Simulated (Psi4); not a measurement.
# AlH2F (SMILES [H][Al]([H])[F]), step by step

Aim: a structure relaxation (B97-3c/def2-mTZVP), then the harmonic vibrations, then the energy (MP2-F12/cc-pVDZ-F12) of AlH2F. 

The calculation is run with Psi4 1.11.

## Step 1: The structure to begin with

AlH2F has 4 atoms, charge 0, and is taken as a singlet. As SMILES, `[H][Al]([H])[F]`. Geometry: a GFN2-xTB relaxation, a rough one for these elements and not checked as a minimum. The run starts from this shape.

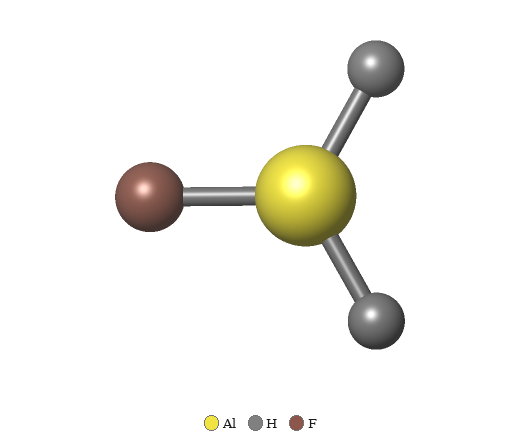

The structure, seen from a chosen angle (aluminium yellow, hydrogen grey, fluorine brown).

## Step 2: A structure relaxation at B97-3c/def2-mTZVP (density fitting) (run 1)

job.in reads:

```
memory 1.6 GB

molecule geom {
  0 1
  Al     0.019600     0.032680     0.000940
  H      1.546910    -0.017870     0.014080
  H     -0.738990     1.358820    -0.019420
  F     -0.827520    -1.373630     0.004400
  units angstrom
}

set geom_maxiter 60

energy_value, wavefunction = optimize('b97-3c', return_wfn=True)
```

On the command line:

```bash
$ psi4 -n 1 job.in job.out
```

job.out:

```text
[...]
  Running in c1 symmetry.
[...]
  Nuclear repulsion =   50.398213572615205
[...]
  Multiplicity = 1
[...]
  Nalpha       = 12
  Nbeta        = 12
[...]
    Number of basis functions: 47
[...]
   @DF-RKS iter   1:  -343.31190804827946   -3.79640e-01   1.25595e-02 DIIS/ADIIS
[...]
   @DF-RKS iter   6:  -343.43213113824726   -6.25278e-13   2.56132e-09 DIIS
[...]
    Orbital Energies [Eh]
    ---------------------
    Doubly Occupied:
       1A    -55.380343     2A    -24.202454     3A     -3.988735
       4A     -2.597868     5A     -2.589400     6A     -2.586843
       7A     -1.046689     8A     -0.411028     9A     -0.350236
      10A     -0.349867    11A     -0.339266    12A     -0.276720
[...]
  @DF-RKS Final Energy:  -343.43213113824726
   => Energetics <=
    Nuclear Repulsion Energy =             49.6128845206127025
    One-Electron Energy =                -577.0137516514760136
    Two-Electron Energy =                 213.7552931144969648
    DFT Exchange-Correlation Energy =     -29.7783469496513860
    Empirical Dispersion Energy =          -0.0082101722295455
    VV10 Nonlocal Energy =                  0.0000000000000000
    Total Energy =                       -343.4321311382472572
[...]
 Multipole Moments:
 ------------------------------------------------------------------------------------
     Multipole            Electronic (a.u.)      Nuclear  (a.u.)        Total (a.u.)
 ------------------------------------------------------------------------------------
 L = 1.  Multiply by 2.5417464519 to convert [e a0] to [Debye]
 Dipole X            :         -1.2172718            1.5065205            0.2892487
 Dipole Y            :         -2.0207971            2.5009760            0.4801790
 Dipole Z            :          0.0059928           -0.0075281           -0.0015353
 Magnitude           :                                                    0.5605702
[...]
  -Total Gradient:
     Atom            X                  Y                   Z
    ------   -----------------  -----------------  -----------------
       1        0.000043797538     0.000072521906    -0.000003848951
       2       -0.000029529552    -0.000021574294     0.000001176023
       3       -0.000005323286    -0.000036143710     0.000001530696
       4       -0.000098059955    -0.000162743323     0.000001580324
[...]
    Final optimized geometry and variables:
    Molecular point group: c1
    Full point group: C1
    Geometry (in Angstrom), charge = 0, multiplicity = 1:
    AL           0.323825097675     0.537581575009    -0.001642220390
    H            1.897514348010     0.429867370659     0.014152536668
    H           -0.507155304186     1.878269288440    -0.021090174139
    F           -0.533652113350    -0.885915291817     0.002700308916
    Psi4 run time: 0:00:08.84
[...]
```

The script printed:

```text
Optimizer: Optimization complete!
```

Wall time 9.9 s (1 thread of Intel Xeon 6975P-C (Granite Rapids), shared host); peak memory 0.35 GiB.

Step by step:

```tsv
step	energy from the first frame kept (eV)	largest force (eV/Å)
0	0.0000	0.7787
1	-0.0461	0.2736
2	-0.0363	0.3695
3	-0.0480	0.1479
4	-0.0487	0.0248
5	-0.0487	0.0098
```

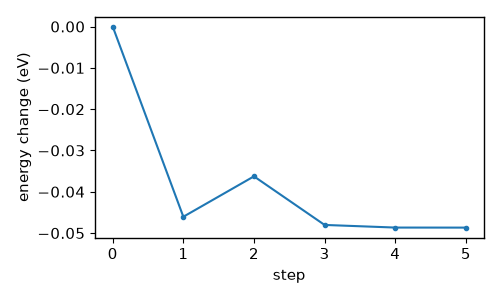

Energy along the run.

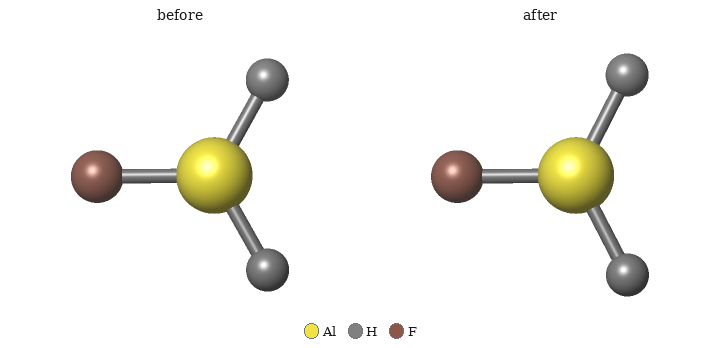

Before and after, at one scale.

After the run. Bond lengths: Al1–F4 1.662 Å, Al1–H2 1.577 Å, Al1–H3 1.577 Å. Angles: H2–Al1–F4 117.1°, H3–Al1–F4 117.1°, H2–Al1–H3 125.7°.

## Step 3: Vibrational wavenumbers at B97-3c/def2-mTZVP (density fitting) (run 2)

alfh2.inp reads:

```
memory 1600 MB

molecule {
  Al     0.024246     0.040378     0.000516
  H      1.597935    -0.067336     0.016311
  H     -0.806734     1.381066    -0.018932
  F     -0.833231    -1.383119     0.004858
  units angstrom
  symmetry c1
}

set {
  t 298.15
  rotational_symmetry_number 2
}

freq("b97-3c")
print_variables()
```

On the command line:

```bash
$ psi4 alfh2.inp alfh2.out -n 1
```

alfh2.out, cut to the lines that bear on the results:

```text
[...]
  Running in c1 symmetry.
[...]
  Nuclear repulsion =   49.612884992942668
[...]
  Multiplicity = 1
[...]
  Nalpha       = 12
  Nbeta        = 12
[...]
    Number of basis functions: 47
[...]
   @DF-RKS iter   1:  -343.31624893164843   -4.03251e-01   1.24731e-02 ADIIS/DIIS
[...]
   @DF-RKS iter  10:  -343.43213106511371   -1.87583e-12   5.46001e-09 DIIS
[...]
    Orbital Energies [Eh]
    ---------------------
    Doubly Occupied:
       1A    -55.380341     2A    -24.202454     3A     -3.988733
       4A     -2.597866     5A     -2.589398     6A     -2.586841
       7A     -1.046689     8A     -0.411028     9A     -0.350236
      10A     -0.349866    11A     -0.339266    12A     -0.276720
[...]
  @DF-RKS Final Energy:  -343.43213106511371
   => Energetics <=
    Nuclear Repulsion Energy =             49.6129900236932357
    One-Electron Energy =                -577.0139773417631659
    Two-Electron Energy =                 213.7554198883344156
    DFT Exchange-Correlation Energy =     -29.7783533292489153
    Empirical Dispersion Energy =          -0.0082103061292899
    VV10 Nonlocal Energy =                  0.0000000000000000
    Total Energy =                       -343.4321310651137082
[...]
 Multipole Moments:
[...]
  -Total Gradient:
     Atom            X                  Y                   Z
    ------   -----------------  -----------------  -----------------
       1        0.000040255000     0.000077752921    -0.000086126199
       2       -0.000029988422    -0.000021102888     0.000029855479
       3       -0.000001251423    -0.000042384013     0.000030272897
       4       -0.000098081734    -0.000162285685     0.000026123396
[...]
  ==> Harmonic Vibrational Analysis <==
[...]
  Freq [cm^-1]                 549.6109            617.3135            758.4167
[...]
  IR activ [km/mol]            117.3832            288.5962            27.5504
[...]
  Freq [cm^-1]                 824.3614           1932.3989           1946.6612
[...]
  IR activ [km/mol]            293.2977            56.7156             280.5609
[...]
  Total E_0, Enthalpy at 0 [K]                                                         -343.41702971 [Eh]
[...]
  Total H, Enthalpy at  298.15 [K]                                                     -343.41274791 [Eh]
[...]
  Total G, Gibbs energy at  298.15 [K]                                                 -343.44014985 [Eh]
[...]
```

On the terminal:

```text
Warning: used thermodynamics relations inappropriate for low-frequency modes: ['549.6109' '617.3135']
```

Wall time 29 s (1 thread of Intel Xeon 6975P-C (Granite Rapids), shared host); peak memory 0.34 GiB.

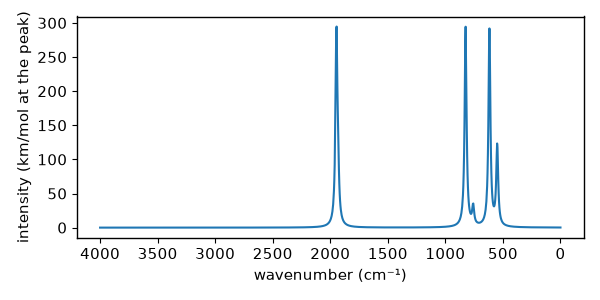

Harmonic infrared spectrum, unscaled, lines broadened by 10 cm⁻¹.

## Step 4: The energy at MP2-F12/cc-pVDZ-F12 (density fitting, density fitting for correlation) (run 3)

input.inp reads:

```
memory 1600 mb

molecule geom {
  Al     0.024246     0.040378     0.000516
  H      1.597935    -0.067336     0.016311
  H     -0.806734     1.381066    -0.018932
  F     -0.833231    -1.383119     0.004858
  symmetry c1
}

set basis cc-pVDZ-F12
set freeze_core true

result, w = energy("mp2-f12", return_wfn=True)
```

On the command line:

```bash
$ psi4 -i input.inp -o input.out -n 1
```

input.out:

```text
[...]
  Running in c1 symmetry.
[...]
  Nuclear repulsion =   49.612884992942668
[...]
  Multiplicity = 1
[...]
  Nalpha       = 12
  Nbeta        = 12
[...]
    Number of basis functions: 87
[...]
   @DF-RHF iter   1:  -342.58393111748103   -8.97886e-01   4.52284e-03 DIIS/ADIIS
[...]
   @DF-RHF iter   9:  -342.63462418630115   -1.21645e-11   6.32371e-09 DIIS
[...]
    Orbital Energies [Eh]
    ---------------------
    Doubly Occupied:
       1A    -58.499249     2A    -26.252193     3A     -4.912074
       4A     -3.228086     5A     -3.225714     6A     -3.224220
       7A     -1.536848     8A     -0.678620     9A     -0.623498
      10A     -0.618844    11A     -0.530901    12A     -0.444580
[...]
  @DF-RHF Final Energy:  -342.63462418630115
   => Energetics <=
    Nuclear Repulsion Energy =             49.6128849929426679
    One-Electron Energy =                -576.9453631624223817
    Two-Electron Energy =                 184.6978539831785042
    Total Energy =                       -342.6346241863012096
[...]
 Multipole Moments:
 ------------------------------------------------------------------------------------
     Multipole            Electronic (a.u.)      Nuclear  (a.u.)        Total (a.u.)
 ------------------------------------------------------------------------------------
 L = 1.  Multiply by 2.5417464519 to convert [e a0] to [Debye]
 Dipole X            :         -1.1848312            1.5065204            0.3216892
 Dipole Y            :         -1.9669429            2.5009766            0.5340337
 Dipole Z            :          0.0058200           -0.0075275           -0.0017074
 Magnitude           :                                                    0.6234411
[...]
```

Run time: 12 s. Hardware: 1 thread of Intel Xeon 6975P-C (Granite Rapids), shared host; peak memory 1.2 GiB.

## Step 5: What came out

```
                                                                           quantity             value
                                  run 1, B97-3c/def2-mTZVP: total energy at the end     -343.43213 Eh
                                            run 1, B97-3c/def2-mTZVP: dipole moment            1.42 D
                                              run 1, B97-3c/def2-mTZVP: HOMO energy          -7.53 eV
                                              run 1, B97-3c/def2-mTZVP: LUMO energy          -2.00 eV
                                            run 1, B97-3c/def2-mTZVP: HOMO–LUMO gap           5.53 eV
                               run 2, B97-3c/def2-mTZVP: lowest harmonic wavenumber          550 cm⁻¹
                              run 2, B97-3c/def2-mTZVP: highest harmonic wavenumber         1947 cm⁻¹
                                        run 2, B97-3c/def2-mTZVP: zero-point energy       39.6 kJ/mol
run 2, B97-3c/def2-mTZVP: ideal-gas entropy at 298.15 K (symmetry number 2 as used)  57.7 cal/(mol K)
                                           run 3, MP2-F12/cc-pVDZ-F12: total energy     -343.03186 Eh
                    run 3, MP2-F12/cc-pVDZ-F12: HOMO energy (Hartree–Fock orbitals)         -12.10 eV
                    run 3, MP2-F12/cc-pVDZ-F12: LUMO energy (Hartree–Fock orbitals)           0.50 eV
                  run 3, MP2-F12/cc-pVDZ-F12: HOMO–LUMO gap (Hartree–Fock orbitals)          12.60 eV
            run 3, MP2-F12/cc-pVDZ-F12: correlation energy (6 core orbitals frozen)        -390.5 mEh
```

In words: The optimisation (run 1, B97-3c/def2-mTZVP) took 6 steps and changed the energy by -0.049 eV. All 6 modes (run 2, B97-3c/def2-mTZVP) are real, so the shape is a minimum at this level.
